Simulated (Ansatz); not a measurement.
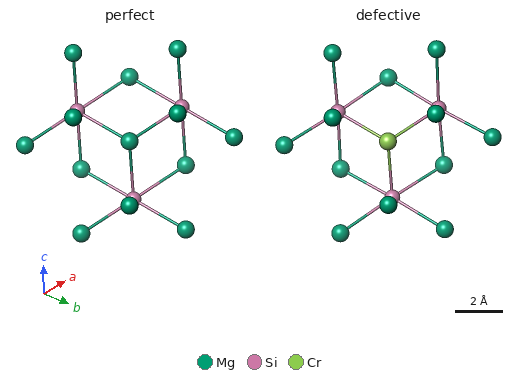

Left: perfect Mg₂Si. Right: the same region with one point defect, after relaxing the atoms in a supercell of 96 sites. A ball-and-stick model of the atoms within 4.6 Å of one point, in a slice 4.2 Å thick across the line of sight, seen from a free direction.

Level of theory: Ansatz, DFT, PBEsol, PAW, plane waves. Settings: plane-wave cutoff 420 eV; k-point mesh 1 × 1 × 1; mesh shifted by (0.25, 0.25, 0.25); collinear spin. Fermi-Dirac smearing of 0.01 eV. The axes drawn are those of the host's conventional cell.

Question: What kind of defect was made?

Answer: A magnesium atom is replaced by chromium.

The charge state of the cell is 0.

Question: How does the lattice respond?

Answer: In the host the Mg atom has 4 Si at 2.74 Å, 6 Mg at 3.16 Å; the Cr atom ends with 4 Si at 2.64 to 2.66 Å, 6 Mg at 3.11 to 3.14 Å. Of the host's atoms, a silicon atom moves furthest from its site, by 0.11 Å. The cell's net moment is 4.00 μB.
